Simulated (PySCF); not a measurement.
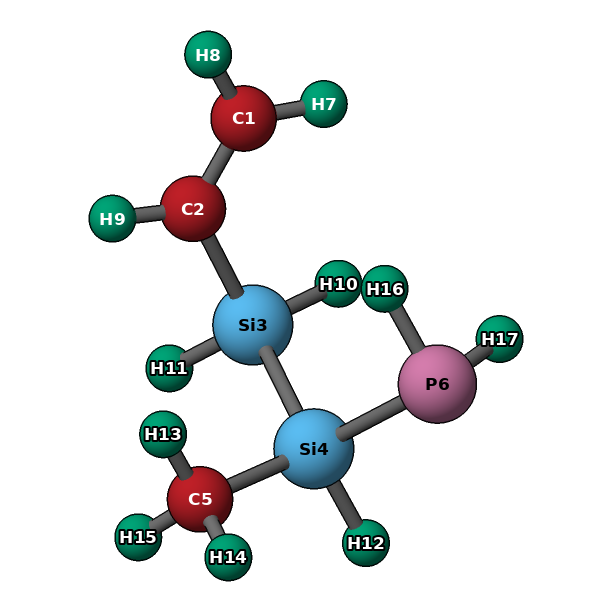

The geometry was computed by an optimisation with GFN2-xTB. No frequency run is at hand to confirm it as a minimum. Level of theory: GIAO PBE0/pcSseg-1 NMR shielding, non-relativistic, gas phase (PySCF 2.14.0). Principal shieldings σ11 ≤ σ22 ≤ σ33, span Ω = σ33 − σ11, skew κ = 3(σiso − σ22)/Ω.

Give the shielding tensors of the P atoms.

```csv
atom,σ11,σ22,σ33,σiso,Ω,κ
P6,554.6,607.0,723.0,628.2,168.4,0.38
```

Shieldings and span in ppm.

The geometry is semi-empirical. Around P, Si such bond lengths and angles can be off by a tenth of an ångström or more and by several degrees, and values that hang on the shape move with them.
